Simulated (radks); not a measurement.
**Ionising tin step by step, Sn¹⁷⁺ to Sn³³⁺**

Wanted: the ionisation ladder of tin and its errors against NIST. Each value is a difference of total energies (Δ-SCF).

Program: radks (a radial shooting solver on a logarithmic mesh, Libxc functionals) version 1. Level of theory: scalar-relativistic Kohn-Sham, r2SCAN, spin-polarised, spherical densities, finite nucleus; open shells are filled with parallel spins first. These are calculated values, not measurements, unless marked.

## (1) What is computed

| Quantity | Value |
| --- | --- |
| element | tin (Z = 50) |
| charges | 17 to 33 |
| first configuration | [Ar] 3d10 4s2 4p3 |
| last configuration | [Ne] 3s2 3p5 |

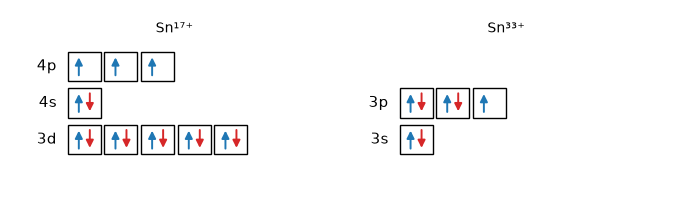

Outer shells as boxes.

## (2) Sn¹⁷⁺, [Ar] 3d10 4s2 4p3

The run's settings:

```text
Z 50
configuration [Ar] 3d10 4s2 4p3 5s0 4d0
relativity scalar-relativistic
functional r2scan,r2scan
spin polarised
nucleus finite rms 4.6519 fm
c 137.035999084
```

## (3) Sn¹⁸⁺, [Ar] 3d10 4s2 4p2

The run's settings:

```text
Z 50
configuration [Ar] 3d10 4s2 4p2
relativity scalar-relativistic
functional r2scan,r2scan
spin polarised
nucleus finite rms 4.6519 fm
c 137.035999084
```

## (4) Sn¹⁹⁺, [Ar] 3d10 4s2 4p1

Input: that of step 3 with these lines changed.

```diff
@@ -1,3 +1,3 @@
 Z 50
-configuration [Ar] 3d10 4s2 4p2
+configuration [Ar] 3d10 4s2 4p1
 relativity scalar-relativistic
```

## (5) Sn²⁰⁺, [Ar] 3d10 4s2

Input: that of step 4 with these lines changed.

```diff
@@ -1,3 +1,3 @@
 Z 50
-configuration [Ar] 3d10 4s2 4p1
+configuration [Ar] 3d10 4s2
 relativity scalar-relativistic
```

## (6) Sn²¹⁺, [Ar] 3d10 4s1

Input: that of step 5 with these lines changed.

```diff
@@ -1,3 +1,3 @@
 Z 50
-configuration [Ar] 3d10 4s2
+configuration [Ar] 3d10 4s1
 relativity scalar-relativistic
```

## (7) Sn²²⁺, [Ar] 3d10

Input: that of step 6 with these lines changed.

```diff
@@ -1,3 +1,3 @@
 Z 50
-configuration [Ar] 3d10 4s1
+configuration [Ar] 3d10
 relativity scalar-relativistic
```

## (8) Sn²³⁺, [Ar] 3d9

Input: that of step 7 with these lines changed.

```diff
@@ -1,3 +1,3 @@
 Z 50
-configuration [Ar] 3d10
+configuration [Ar] 3d9
 relativity scalar-relativistic
```

## (9) Sn²⁴⁺, [Ar] 3d8

Input: that of step 8 with these lines changed.

```diff
@@ -1,3 +1,3 @@
 Z 50
-configuration [Ar] 3d9
+configuration [Ar] 3d8
 relativity scalar-relativistic
```

## (10) Sn²⁵⁺, [Ar] 3d7

Input: that of step 9 with these lines changed.

```diff
@@ -1,3 +1,3 @@
 Z 50
-configuration [Ar] 3d8
+configuration [Ar] 3d7 4s0 4p0
 relativity scalar-relativistic
```

## (11) Sn²⁶⁺, [Ar] 3d6

Input: that of step 10 with these lines changed.

```diff
@@ -1,3 +1,3 @@
 Z 50
-configuration [Ar] 3d7 4s0 4p0
+configuration [Ar] 3d6 4s0 4p0
 relativity scalar-relativistic
```

## (12) Sn²⁷⁺, [Ar] 3d5

Input: that of step 11 with these lines changed.

```diff
@@ -1,3 +1,3 @@
 Z 50
-configuration [Ar] 3d6 4s0 4p0
+configuration [Ar] 3d5 4s0 4p0
 relativity scalar-relativistic
```

## (13) Sn²⁸⁺, [Ar] 3d4

Input: that of step 12 with these lines changed.

```diff
@@ -1,3 +1,3 @@
 Z 50
-configuration [Ar] 3d5 4s0 4p0
+configuration [Ar] 3d4
 relativity scalar-relativistic
```

## (14) Sn²⁹⁺, [Ar] 3d3

Input: that of step 13 with these lines changed.

```diff
@@ -1,3 +1,3 @@
 Z 50
-configuration [Ar] 3d4
+configuration [Ar] 3d3
 relativity scalar-relativistic
```

## (15) Sn³⁰⁺, [Ar] 3d2

Input: that of step 14 with these lines changed.

```diff
@@ -1,3 +1,3 @@
 Z 50
-configuration [Ar] 3d3
+configuration [Ar] 3d2 4s0 4p0
 relativity scalar-relativistic
```

## (16) Sn³¹⁺, [Ar] 3d1

Input: that of step 15 with these lines changed.

```diff
@@ -1,3 +1,3 @@
 Z 50
-configuration [Ar] 3d2 4s0 4p0
+configuration [Ar] 3d1
 relativity scalar-relativistic
```

## (17) Sn³²⁺, [Ar]

Input: that of step 16 with these lines changed.

```diff
@@ -1,3 +1,3 @@
 Z 50
-configuration [Ar] 3d1
+configuration [Ar]
 relativity scalar-relativistic
```

## (18) Sn³³⁺, [Ne] 3s2 3p5

Input: that of step 17 with these lines changed.

```diff
@@ -1,3 +1,3 @@
 Z 50
-configuration [Ar]
+configuration [Ne] 3s2 3p5
 relativity scalar-relativistic
```

What does the calculation give? Wanted: for each run, species; configuration; Δ-SCF; −ε(HOMO); NIST; error.

As calculated:

```
species      configuration  Δ-SCF (eV)  −ε(HOMO) (eV)          NIST (eV)  error (%)
  Sn¹⁷⁺  [Ar] 3d10 4s2 4p3      475.22         461.19       466 (theory)       +2.0
  Sn¹⁸⁺  [Ar] 3d10 4s2 4p2      503.45         489.53       506 (theory)       -0.5
  Sn¹⁹⁺  [Ar] 3d10 4s2 4p1      531.06         517.54       537 (theory)       -1.1
  Sn²⁰⁺      [Ar] 3d10 4s2      610.09         597.95       608 (theory)       +0.3
  Sn²¹⁺      [Ar] 3d10 4s1      643.52         631.25  642.4 (semi-emp.)       +0.2
  Sn²²⁺          [Ar] 3d10      1133.9         1099.9      1127 (theory)       +0.6
  Sn²³⁺           [Ar] 3d9      1203.4         1168.8      1195 (theory)       +0.7
  Sn²⁴⁺           [Ar] 3d8      1274.0         1238.9      1269 (theory)       +0.4
  Sn²⁵⁺           [Ar] 3d7      1345.6         1310.1      1347 (theory)       -0.1
  Sn²⁶⁺           [Ar] 3d6      1418.0         1382.1      1421 (theory)       -0.2
  Sn²⁷⁺           [Ar] 3d5      1521.1         1483.1      1508 (theory)       +0.9
  Sn²⁸⁺           [Ar] 3d4      1598.7         1560.1      1596 (theory)       +0.2
  Sn²⁹⁺           [Ar] 3d3      1677.3         1638.2      1676 (theory)       +0.1
  Sn³⁰⁺           [Ar] 3d2      1756.8         1717.3      1763 (theory)       -0.4
  Sn³¹⁺           [Ar] 3d1      1837.1         1797.3      1844 (theory)       -0.4
  Sn³²⁺               [Ar]      2097.4         2062.5   2074 (semi-emp.)       +1.1
```

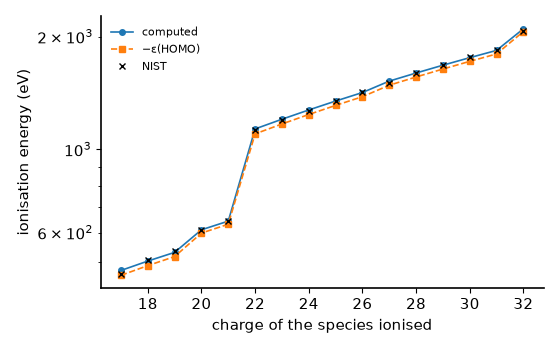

Ionisation energy against charge, on a logarithmic scale.

What this shows: Reference values: NIST Atomic Spectra Database (exp. measured, semi-emp. semi-empirical, theory a theoretical value adopted there). Per unit of the charge left behind, the cost jumps most at Sn²²⁺ ([Ar] 3d10): from 643.52 to 1133.9 eV. There the highest level belongs to another shell. Against the measured or semi-empirical entries the Δ-SCF values err by +0.7 % on average (signed), at worst +1.1 % (Sn³²⁺). Minus the highest eigenvalue gives 97 to 98 % of the Δ-SCF value along the ladder. Open shells are spherical and high-spin; term and fine-structure splittings are not resolved. Spin-orbit splitting is averaged out at the scalar-relativistic level.
